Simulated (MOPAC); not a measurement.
## C2H7AlFN (charge +1): geometry relaxation (part 2 of 3)

Continued. System: C2H7AlFN, charge +1, multiplicity 2. Method: MNDO, unrestricted (MOPAC 23.2.5). The starting geometry was optimised with MNDO.

Geometry of the input (Å):
```
C  -0.5821  0.7372  1.3245
C  0.5054  0.9236  0.2766
Al 0.6981  -0.3317  -1.0598
N  -0.2650  -1.7211  -1.2651
F  1.8454  -0.1776  -2.1663
H  -0.5718  1.5694  2.0603
H  -0.4477  -0.2051  1.8953
H  -1.5942  0.7160  0.8697
H  1.4890  0.9992  0.7953
H  0.3519  1.9080  -0.2234
H  -0.1482  -2.3858  -1.9897
H  -1.0200  -1.9848  -0.6830
```

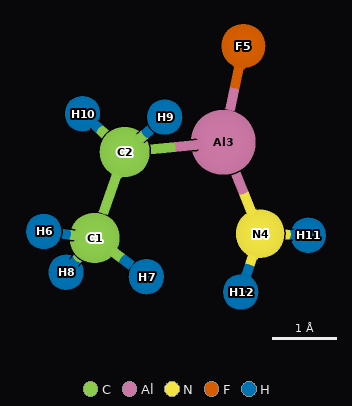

The geometry at step 16 of the log (ball-and-stick view, seen at a tilt; atoms are numbered from 1 in the order of the input).

### Trajectory as extended XYZ, continued
```
12
Properties=species:S:1:pos:R:3:forces:R:3 step=1 energy=3.97299
C    -0.5777    0.7149    1.2878   -1.7472  -0.0052   2.8833
C     0.4912    0.9976    0.3988    0.9889   1.8712  -2.2731
Al    0.7101   -0.3863   -1.1559   -1.2241  -0.0395   1.3347
N    -0.2653   -1.6992   -1.2284   -0.2362  -1.6731  -1.3608
F     1.8353   -0.1707   -2.1412    2.1074   0.8270  -1.5286
H    -0.5664    1.5809    2.0619   -0.0579  -0.6368  -0.5536
H    -0.4457   -0.2024    1.9013   -0.0300  -0.0888  -0.0085
H    -1.5948    0.7205    0.8720   -0.3446  -0.0157  -0.2891
H     1.5004    0.9798    0.7812    1.1448  -0.4936   0.3152
H     0.3493    1.9039   -0.2627   -0.0198  -0.6943  -0.0757
H    -0.1457   -2.3868   -1.9938   -0.1268   1.0046   1.0966
H    -1.0213   -1.9863   -0.6786   -0.4544  -0.0558   0.4595
12
Properties=species:S:1:pos:R:3:forces:R:3 step=3 energy=3.69992
C    -0.6061    0.7285    1.3361    0.4307  -0.7476   0.1577
C     0.5024    1.0345    0.3928   -0.1460   0.4431  -0.3205
Al    0.7019   -0.4013   -1.1420    0.8145   0.0107  -0.8148
N    -0.2888   -1.7317   -1.2413    0.6048   0.3552  -0.3890
F     1.8780   -0.1509   -2.1765   -0.4442   0.2557   0.6844
H    -0.5682    1.5688    2.0581   -0.1890   0.2995   0.4619
H    -0.4465   -0.2255    1.9179   -0.1582   0.5804  -0.3683
H    -1.6012    0.7193    0.8629   -0.2071  -0.0395  -0.0371
H     1.5280    0.9521    0.7882    0.1792  -0.2135  -0.0844
H     0.3475    1.8995   -0.3028    0.0347  -0.5033   0.0825
H    -0.1481   -2.3794   -1.9897   -0.1811  -0.0745   0.1499
H    -1.0312   -1.9870   -0.6699   -0.7384  -0.3664   0.4778
12
Properties=species:S:1:pos:R:3:forces:R:3 step=4 energy=3.66784
C    -0.6032    0.7268    1.3457    0.2938   0.1622  -0.1245
C     0.5004    1.0347    0.3770   -0.0013   0.1874   0.4459
Al    0.7111   -0.3996   -1.1669   -0.5728  -0.4301   0.3211
N    -0.2944   -1.7312   -1.2397    0.0108  -0.0789  -0.0920
F     1.8755   -0.1447   -2.1509    0.7520   0.4931  -0.3978
H    -0.5720    1.5755    2.0905   -0.1527  -0.2937  -0.1533
H    -0.4482   -0.2237    1.9124   -0.0605   0.3166  -0.1957
H    -1.6051    0.7169    0.8619    0.1443   0.0073   0.1847
H     1.5356    0.9400    0.7851   -0.2931  -0.1339  -0.3339
H     0.3464    1.8932   -0.3195    0.0044  -0.4230   0.0660
H    -0.1523   -2.3898   -1.9921   -0.3050   0.2197   0.5360
H    -1.0436   -1.9967   -0.6404    0.1799  -0.0267  -0.2565
12
Properties=species:S:1:pos:R:3:forces:R:3 step=6 energy=3.62758
C    -0.5972    0.7339    1.3437   -0.1804   0.4013  -0.2840
C     0.4982    1.0425    0.3875    0.0299  -0.4395   0.1216
Al    0.7081   -0.4246   -1.1720    0.4673   0.3272  -0.1626
N    -0.3047   -1.7229   -1.2295    0.1772  -0.5154  -0.5883
F     1.8925   -0.1175   -2.1520   -0.0015   0.2408   0.1843
H    -0.5817    1.5599    2.0943   -0.1072   0.0955   0.1560
H    -0.4531   -0.2068    1.8829    0.1223  -0.4943   0.3179
H    -1.6054    0.7168    0.8758    0.0771   0.0837   0.0096
H     1.5332    0.9199    0.7466    0.1216  -0.1353  -0.0117
H     0.3461    1.8596   -0.3203   -0.1279   0.3150  -0.4115
H    -0.1645   -2.4007   -1.9610   -0.1392   0.1683   0.2675
H    -1.0471   -2.0044   -0.6571   -0.4392  -0.0474   0.4014
12
Properties=species:S:1:pos:R:3:forces:R:3 step=7 energy=3.61848
C    -0.6013    0.7492    1.3522    0.2791  -1.0599  -0.3896
C     0.5012    1.0323    0.3828   -0.2894   0.0700   0.0161
Al    0.7128   -0.4214   -1.1853   -0.3339  -0.1843   0.2647
N    -0.3103   -1.7347   -1.2346    0.1695   0.2567   0.0981
F     1.8941   -0.1091   -2.1410    0.4864   0.3570  -0.2415
H    -0.5844    1.5550    2.0950   -0.0789   0.5650   0.5549
H    -0.4509   -0.2219    1.9011   -0.0393   0.4818  -0.2261
H    -1.6041    0.7197    0.8792    0.0186   0.0962   0.0008
H     1.5364    0.9124    0.7438    0.0669  -0.1476  -0.0321
H     0.3441    1.8618   -0.3365   -0.0258  -0.1861  -0.0305
H    -0.1686   -2.4042   -1.9537   -0.1255  -0.2644  -0.1181
H    -1.0518   -2.0046   -0.6414   -0.1275   0.0156   0.1034
12
Properties=species:S:1:pos:R:3:forces:R:3 step=9 energy=3.59170
C    -0.5917    0.7410    1.3499   -0.5010   0.5709  -0.2416
C     0.4944    1.0277    0.3828    0.1941   0.1617  -0.4519
Al    0.7130   -0.4308   -1.1867    0.1031   0.0019  -0.0656
N    -0.3204   -1.7345   -1.2285    0.0900   0.0368   0.0406
F     1.9081   -0.0847   -2.1368    0.0042   0.1685   0.1046
H    -0.5914    1.5631    2.1139   -0.0093  -0.0754  -0.0726
H    -0.4526   -0.2037    1.8812    0.1141  -0.5228   0.3597
H    -1.6053    0.7312    0.8768    0.2734   0.0702   0.1208
H     1.5403    0.8900    0.7213   -0.1067  -0.0642  -0.0218
H     0.3423    1.8453   -0.3614   -0.0350  -0.3102   0.2256
H    -0.1828   -2.4191   -1.9384   -0.1127  -0.1393  -0.0390
H    -1.0633   -2.0031   -0.6308   -0.0141   0.1020   0.0412
12
Properties=species:S:1:pos:R:3:forces:R:3 step=10 energy=3.58343
C    -0.5904    0.7496    1.3459   -0.2377  -0.2628   0.1686
C     0.4944    1.0275    0.3752    0.1881  -0.5215   0.2205
Al    0.7137   -0.4405   -1.1955    0.1084   0.1064   0.0257
N    -0.3237   -1.7342   -1.2268   -0.0143  -0.0738   0.0761
F     1.9121   -0.0693   -2.1267    0.0836   0.1537   0.0074
H    -0.5940    1.5563    2.1129    0.0478   0.1823   0.1054
H    -0.4518   -0.2083    1.8920    0.0677   0.0233  -0.0070
H    -1.6019    0.7357    0.8893    0.0178   0.0620  -0.0747
H     1.5384    0.8774    0.7064   -0.0162  -0.0800   0.0285
H     0.3414    1.8244   -0.3485   -0.1511   0.4649  -0.4877
H    -0.1918   -2.4273   -1.9266   -0.0724  -0.1971  -0.1399
H    -1.0664   -2.0004   -0.6277   -0.0216   0.1426   0.0770
12
Properties=species:S:1:pos:R:3:forces:R:3 step=12 energy=3.56615
C    -0.5914    0.7506    1.3534   -0.0500   0.0544   0.0330
C     0.4937    1.0099    0.3645    0.0114   0.0172   0.0562
Al    0.7178   -0.4424   -1.2057   -0.1542  -0.1979   0.0453
N    -0.3349   -1.7447   -1.2209    0.5206   0.3673  -0.1462
F     1.9231   -0.0429   -2.1160    0.0515   0.0842  -0.0225
H    -0.5952    1.5664    2.1253    0.0949  -0.1089  -0.1942
H    -0.4487   -0.2083    1.8991   -0.0075   0.1091  -0.0448
H    -1.5991    0.7513    0.8823    0.0902   0.0008   0.0595
H     1.5413    0.8521    0.6980   -0.2040  -0.0184  -0.0524
H     0.3365    1.8154   -0.3842   -0.0299  -0.1720   0.1279
H    -0.2096   -2.4469   -1.9141   -0.1127  -0.1554  -0.0513
H    -1.0725   -1.9815   -0.6130   -0.2103   0.0196   0.1894
12
Properties=species:S:1:pos:R:3:forces:R:3 step=13 energy=3.56151
C    -0.5865    0.7531    1.3536   -0.4700   0.0047  -0.0303
C     0.4873    1.0018    0.3652    0.4489   0.0055  -0.1624
Al    0.7182   -0.4506   -1.2082    0.1796   0.0392  -0.1214
N    -0.3345   -1.7422   -1.2224   -0.1028  -0.1760   0.1135
F     1.9282   -0.0265   -2.1123   -0.1496  -0.0132   0.1095
H    -0.5943    1.5690    2.1159    0.1122   0.0531  -0.0088
H    -0.4477   -0.2017    1.8990   -0.0064  -0.0323   0.0525
H    -1.5978    0.7599    0.8803    0.1723  -0.0369   0.1196
H     1.5404    0.8356    0.6897   -0.3100   0.0088  -0.0651
H     0.3333    1.7999   -0.3896   -0.0459  -0.1062   0.0986
H    -0.2228   -2.4633   -1.9084   -0.1336   0.1010   0.1654
H    -1.0791   -1.9697   -0.5944    0.3052   0.1521  -0.2710
12
Properties=species:S:1:pos:R:3:forces:R:3 step=15 energy=3.54872
C    -0.5906    0.7550    1.3557    0.0100  -0.0387  -0.0330
C     0.4898    0.9883    0.3585   -0.1256  -0.0267   0.0582
Al    0.7208   -0.4571   -1.2197    0.0991   0.0731   0.0021
N    -0.3329   -1.7429   -1.2180    0.0523  -0.0726  -0.0332
F     1.9302   -0.0082   -2.1026    0.0224   0.0031  -0.0539
H    -0.5871    1.5787    2.1090    0.1087   0.0471  -0.0062
H    -0.4470   -0.1968    1.9111   -0.0605   0.0636  -0.0163
H    -1.5950    0.7668    0.8852   -0.0455  -0.0678   0.0277
H     1.5314    0.8168    0.6817    0.0302  -0.0364   0.0344
H     0.3279    1.7824   -0.3932   -0.0268  -0.0054  -0.0156
H    -0.2420   -2.4771   -1.8862   -0.0292  -0.0138  -0.0211
H    -1.0789   -1.9438   -0.5980   -0.0351   0.0746   0.0568
12
Properties=species:S:1:pos:R:3:forces:R:3 step=16 energy=3.54472
C    -0.5926    0.7567    1.3570    0.0673  -0.0777   0.0230
C     0.4859    0.9777    0.3571    0.0144  -0.0291   0.0567
Al    0.7254   -0.4574   -1.2255   -0.0379  -0.0885   0.0187
N    -0.3325   -1.7476   -1.2167    0.1269   0.1063  -0.0047
F     1.9332    0.0032   -2.1015    0.0711   0.0056  -0.0982
H    -0.5783    1.5890    2.1008    0.0780   0.0379   0.0130
H    -0.4481   -0.1917    1.9205   -0.0892   0.1086  -0.0347
H    -1.5955    0.7691    0.8873   -0.1068  -0.0719   0.0289
H     1.5283    0.7995    0.6866   -0.0780  -0.0005  -0.0291
H     0.3233    1.7698   -0.3979    0.0028  -0.0193  -0.0008
H    -0.2570   -2.4897   -1.8785   -0.0339   0.0216   0.0269
H    -1.0807   -1.9188   -0.5894   -0.0147   0.0072   0.0004
12
Properties=species:S:1:pos:R:3:forces:R:3 step=18 energy=3.53912
C    -0.5980    0.7594    1.3619    0.0097  -0.0036   0.0359
C     0.4780    0.9597    0.3578    0.0245  -0.0106  -0.0288
Al    0.7340   -0.4621   -1.2354    0.0721   0.0080  -0.0189
N    -0.3266   -1.7446   -1.2125   -0.0294   0.0385   0.0242
F     1.9392    0.0167   -2.1071    0.0368  -0.0293  -0.0744
H    -0.5607    1.6086    2.0875   -0.0073  -0.0056   0.0027
H    -0.4583   -0.1774    1.9399   -0.0602   0.0174   0.0308
H    -1.6056    0.7618    0.8991   -0.0454  -0.0121   0.0543
H     1.5172    0.7744    0.6907   -0.0383   0.0023  -0.0368
H     0.3164    1.7480   -0.4020    0.0203  -0.0222  -0.0029
H    -0.2806   -2.5018   -1.8591    0.0367   0.0439  -0.0032
H    -1.0832   -1.8790   -0.5859   -0.0196  -0.0267   0.0170
12
Properties=species:S:1:pos:R:3:forces:R:3 step=19 energy=3.53613
C    -0.6032    0.7597    1.3665    0.0163   0.0207   0.0174
C     0.4723    0.9532    0.3591   -0.0430  -0.0309  -0.0353
Al    0.7415   -0.4612   -1.2389    0.0592   0.0045  -0.0209
N    -0.3246   -1.7392   -1.2092   -0.0407   0.0416   0.0158
F     1.9439    0.0143   -2.1172    0.0157  -0.0316  -0.0443
H    -0.5538    1.6163    2.0828   -0.0476   0.0032   0.0071
H    -0.4690   -0.1698    1.9547   -0.0003  -0.0364   0.0482
H    -1.6162    0.7520    0.9146   -0.0017   0.0439   0.0210
H     1.5104    0.7678    0.6904    0.0108  -0.0186  -0.0054
H     0.3147    1.7402   -0.4024   -0.0077  -0.0089  -0.0139
H    -0.2850   -2.4974   -1.8546    0.0501   0.0299  -0.0188
H    -1.0845   -1.8675   -0.5852   -0.0113  -0.0175   0.0291
12
Properties=species:S:1:pos:R:3:forces:R:3 step=21 energy=3.53359
C    -0.6091    0.7596    1.3746    0.0064   0.0158  -0.0027
C     0.4622    0.9431    0.3587   -0.0402  -0.0203   0.0071
Al    0.7529   -0.4597   -1.2438   -0.0062  -0.0181   0.0011
N    -0.3252   -1.7296   -1.2040   -0.0190   0.0292  -0.0068
F     1.9514    0.0101   -2.1312   -0.0094  -0.0345  -0.0103
H    -0.5532    1.6241    2.0808   -0.0418   0.0100   0.0105
H    -0.4801   -0.1634    1.9759    0.0406  -0.0073  -0.0039
H    -1.6275    0.7494    0.9332    0.0410   0.0511  -0.0048
H     1.5020    0.7587    0.6855    0.0149  -0.0453   0.0223
H     0.3111    1.7292   -0.4055   -0.0591  -0.0146  -0.0056
H    -0.2846   -2.4867   -1.8512    0.0259   0.0255   0.0006
H    -1.0853   -1.8597   -0.5787    0.0470   0.0086  -0.0073
12
Properties=species:S:1:pos:R:3:forces:R:3 step=22 energy=3.53262
C    -0.6111    0.7600    1.3783    0.0170   0.0201   0.0017
C     0.4573    0.9391    0.3586    0.0429  -0.0028   0.0204
Al    0.7573   -0.4595   -1.2452   -0.0159   0.0071   0.0197
N    -0.3255   -1.7245   -1.2022    0.0009   0.0065  -0.0275
F     1.9537    0.0073   -2.1372   -0.0119  -0.0314  -0.0018
H    -0.5567    1.6263    2.0820   -0.0170   0.0118   0.0170
H    -0.4818   -0.1622    1.9820    0.0344   0.0116  -0.0215
H    -1.6293    0.7536    0.9387    0.0056   0.0255  -0.0202
H     1.4991    0.7538    0.6851   -0.0410  -0.0400   0.0036
H     0.3074    1.7245   -0.4074   -0.0666  -0.0327   0.0132
H    -0.2814   -2.4802   -1.8504    0.0086   0.0058  -0.0033
H    -1.0835   -1.8594   -0.5758    0.0430   0.0185  -0.0014
12
Properties=species:S:1:pos:R:3:forces:R:3 step=24 energy=3.53079
C    -0.6146    0.7645    1.3856   -0.0035   0.0152   0.0009
C     0.4501    0.9294    0.3608    0.0340   0.0182   0.0106
Al    0.7654   -0.4581   -1.2461   -0.0307   0.0107   0.0151
N    -0.3231   -1.7172   -1.2022    0.0168  -0.0006  -0.0198
F     1.9555    0.0030   -2.1486    0.0045  -0.0125   0.0044
H    -0.5627    1.6331    2.0869    0.0143  -0.0066   0.0058
H    -0.4818   -0.1576    1.9893   -0.0143   0.0322  -0.0142
H    -1.6317    0.7648    0.9425   -0.0022  -0.0149   0.0092
H     1.4898    0.7346    0.6861   -0.0029  -0.0197  -0.0015
H     0.2931    1.7079   -0.4107   -0.0309  -0.0130   0.0030
H    -0.2783   -2.4737   -1.8492   -0.0167  -0.0089   0.0018
H    -1.0757   -1.8513   -0.5694    0.0316  -0.0001  -0.0152
12
Properties=species:S:1:pos:R:3:forces:R:3 step=25 energy=3.53046
C    -0.6155    0.7667    1.3873   -0.0006   0.0066   0.0014
C     0.4490    0.9275    0.3617    0.0076   0.0067   0.0036
Al    0.7666   -0.4573   -1.2460   -0.0215   0.0090   0.0022
N    -0.3213   -1.7163   -1.2035    0.0092  -0.0032  -0.0122
F     1.9555    0.0019   -2.1508    0.0100  -0.0059   0.0058
H    -0.5627    1.6350    2.0884    0.0127  -0.0002   0.0030
H    -0.4823   -0.1549    1.9909   -0.0173   0.0168   0.0017
H    -1.6327    0.7658    0.9444   -0.0027  -0.0079   0.0098
H     1.4876    0.7281    0.6869    0.0083  -0.0053  -0.0045
H     0.2885    1.7029   -0.4120   -0.0110  -0.0014  -0.0009
H    -0.2790   -2.4741   -1.8489   -0.0099  -0.0066  -0.0034
H    -1.0729   -1.8480   -0.5695    0.0152  -0.0086  -0.0067
12
Properties=species:S:1:pos:R:3:forces:R:3 step=27 energy=3.53024
C    -0.6158    0.7687    1.3891    0.0030  -0.0020   0.0010
C     0.4484    0.9273    0.3624   -0.0158  -0.0097   0.0016
Al    0.7658   -0.4560   -1.2464   -0.0088  -0.0001  -0.0098
N    -0.3193   -1.7170   -1.2056   -0.0036  -0.0019  -0.0025
F     1.9561   -0.0001   -2.1512    0.0105   0.0011   0.0084
H    -0.5614    1.6368    2.0899    0.0077   0.0117   0.0002
H    -0.4839   -0.1517    1.9940   -0.0022  -0.0037   0.0104
H    -1.6338    0.7649    0.9483    0.0022   0.0090   0.0008
H     1.4871    0.7251    0.6858    0.0043   0.0045  -0.0023
H     0.2855    1.7007   -0.4127   -0.0016   0.0057  -0.0001
H    -0.2795   -2.4751   -1.8508    0.0030  -0.0015  -0.0110
H    -1.0702   -1.8480   -0.5711    0.0014  -0.0133   0.0032
12
Properties=species:S:1:pos:R:3:forces:R:3 step=28 energy=3.53009
C    -0.6155    0.7701    1.3909    0.0035  -0.0038  -0.0001
C     0.4478    0.9276    0.3627   -0.0206  -0.0144   0.0040
Al    0.7641   -0.4548   -1.2475    0.0008  -0.0071  -0.0110
N    -0.3181   -1.7183   -1.2076   -0.0094  -0.0025   0.0008
F     1.9572   -0.0020   -2.1501    0.0067   0.0056   0.0090
H    -0.5605    1.6387    2.0910    0.0092   0.0145  -0.0034
H    -0.4848   -0.1494    1.9973    0.0093  -0.0081   0.0074
H    -1.6341    0.7653    0.9513    0.0038   0.0145  -0.0043
H     1.4874    0.7250    0.6835   -0.0060   0.0053   0.0021
H     0.2837    1.7006   -0.4127   -0.0016   0.0055   0.0015
H    -0.2789   -2.4753   -1.8542    0.0062   0.0038  -0.0099
H    -1.0679   -1.8512   -0.5722   -0.0017  -0.0133   0.0038
12
Properties=species:S:1:pos:R:3:forces:R:3 step=29 energy=3.52995
C    -0.6150    0.7716    1.3931    0.0001  -0.0028  -0.0015
C     0.4466    0.9272    0.3630   -0.0164  -0.0119   0.0043
Al    0.7623   -0.4539   -1.2492    0.0092  -0.0108  -0.0071
N    -0.3172   -1.7197   -1.2094   -0.0103  -0.0020   0.0015
F     1.9587   -0.0033   -2.1488    0.0013   0.0084   0.0092
H    -0.5594    1.6416    2.0917    0.0128   0.0121  -0.0054
H    -0.4855   -0.1468    2.0014    0.0161  -0.0058   0.0018
H    -1.6341    0.7669    0.9545    0.0029   0.0133  -0.0055
H     1.4873    0.7245    0.6811   -0.0153   0.0034   0.0054
H     0.2814    1.7001   -0.4124   -0.0023   0.0027   0.0023
H    -0.2783   -2.4751   -1.8581    0.0054   0.0067  -0.0074
H    -1.0654   -1.8550   -0.5727   -0.0036  -0.0134   0.0024
12
Properties=species:S:1:pos:R:3:forces:R:3 step=31 energy=3.52968
C    -0.6140    0.7751    1.3976   -0.0101   0.0058  -0.0030
C     0.4438    0.9252    0.3631   -0.0006   0.0036  -0.0015
Al    0.7599   -0.4540   -1.2530    0.0172  -0.0075   0.0108
N    -0.3163   -1.7226   -1.2128   -0.0019  -0.0001  -0.0013
F     1.9616   -0.0036   -2.1457   -0.0079   0.0088   0.0059
H    -0.5559    1.6492    2.0912    0.0182  -0.0013  -0.0025
H    -0.4852   -0.1413    2.0095    0.0143   0.0061  -0.0066
H    -1.6336    0.7726    0.9604   -0.0064  -0.0007   0.0001
H     1.4854    0.7224    0.6780   -0.0161  -0.0036   0.0054
H     0.2763    1.6982   -0.4118   -0.0001  -0.0047  -0.0013
H    -0.2777   -2.4740   -1.8661   -0.0023   0.0049  -0.0032
H    -1.0607   -1.8635   -0.5729   -0.0043  -0.0112  -0.0028
```
